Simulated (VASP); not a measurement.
Band structure of GaP (zinc blende). Calculation: PBE GGA, VASP's PBE PAW potentials (set 64) (plane waves; VASP 6.6.1).

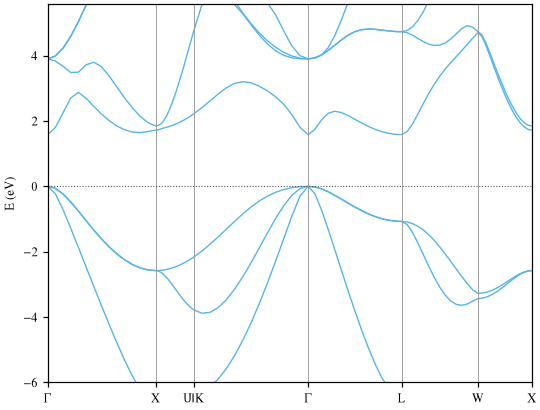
Fig. 1. Bands along high-symmetry lines, zero at the valence-band maximum or, without a gap, the Fermi level

Problem. Read the plot: is there a gap, and where are the band edges?

Solution. The gap is direct, 1.58 eV, from the valence maximum at Γ to the conduction minimum at Γ. (Edges off the drawn lines would not show.)

Measured: gap 2.43 eV (computed value off by -0.85 eV), as given by Wei Chen et al., Physical Review Materials (2018), doi:10.1103/physrevmaterials.2.073803 [zero-point renormalisation of 0.08 eV added back (the table's ZPR column)].

The compound is GaP in the zinc blende structure. It was relaxed first.
